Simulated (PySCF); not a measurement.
**CH5ClOSi: density, localisation and related maps**

```json
{"atom": "O", "x (Å)": "1.7029", "y (Å)": "0.6523", "z (Å)": "0.1971"}
{"atom": "Si", "x (Å)": "0.6609", "y (Å)": "-0.5838", "z (Å)": "0.1618"}
{"atom": "C", "x (Å)": "-1.0555", "y (Å)": "0.0294", "z (Å)": "-0.4286"}
{"atom": "Cl", "x (Å)": "-1.5996", "y (Å)": "1.3534", "z (Å)": "0.6462"}
{"atom": "H", "x (Å)": "1.4660", "y (Å)": "1.4987", "z (Å)": "0.5714"}
{"atom": "H", "x (Å)": "1.2259", "y (Å)": "-1.4768", "z (Å)": "-0.8383"}
{"atom": "H", "x (Å)": "0.4743", "y (Å)": "-1.1732", "z (Å)": "1.4857"}
{"atom": "H", "x (Å)": "-1.8236", "y (Å)": "-0.7372", "z (Å)": "-0.3865"}
{"atom": "H", "x (Å)": "-1.0377", "y (Å)": "0.4432", "z (Å)": "-1.4341"}
```

Geometry: GFN2-xTB.

These are results of PBE0/pcSseg-1, SCF density, gas phase, non-relativistic in PySCF 2.14.0, not measurements.

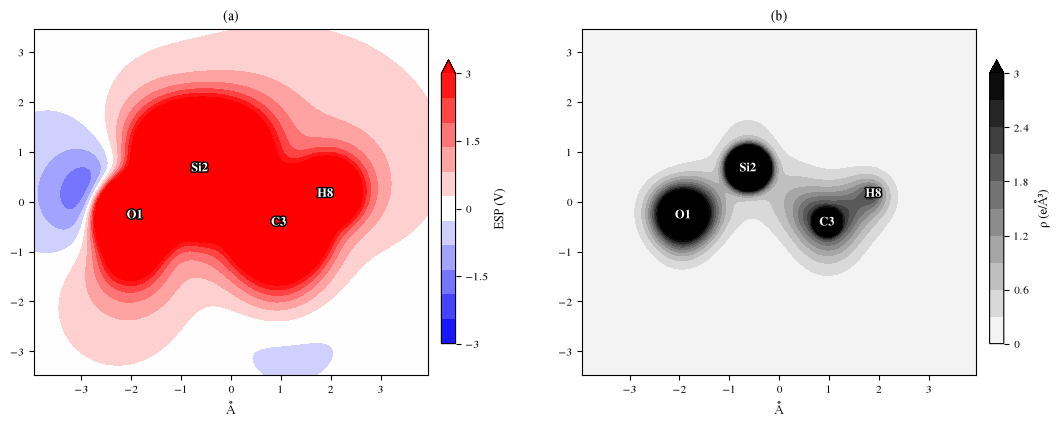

Figure 1. (a) electrostatic potential; (b) electron density on the plane of atoms O1, Si2 and C3.

Read the bonding off the picture.

Answer. The plane passes through O, Si, C and H nuclei. Si–O (1.62 Å): ρ is about 1.2 e/Å³ halfway. C–Si (1.92 Å): ρ is about 0.92 e/Å³ halfway. C–H (1.09 Å): the density is about 2 e/Å³ at the midpoint. Outside the dense part of the molecule the potential is most negative (−1.7 V) near O1.

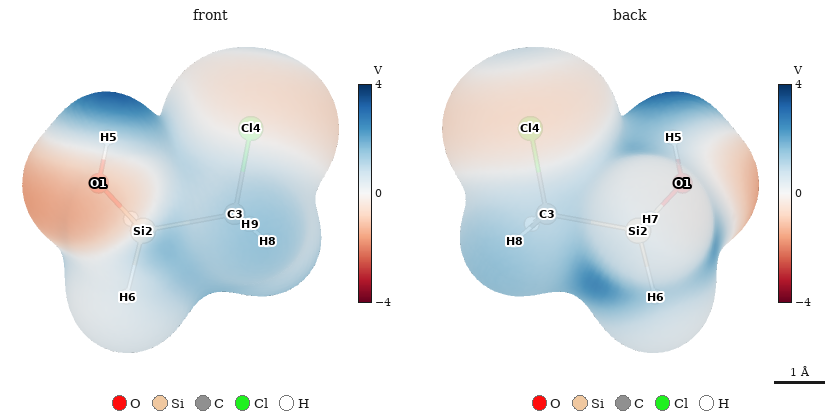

Figure 2. The molecular electrostatic potential painted on the density surface at 0.004 e/bohr³, seen from the front and from behind; the colour scale runs from red (negative) to blue (positive).

Describe the electrostatic potential map.

Answer. The most negative region (about −1.6 V) lies over O1, the most positive (about +3.1 V) over H5. Cl4 shows a σ-hole: about +0.6 V at the tip opposite its bond, against about −0.2 V on its flanks. O1 is the likeliest acceptor of a hydrogen bond.
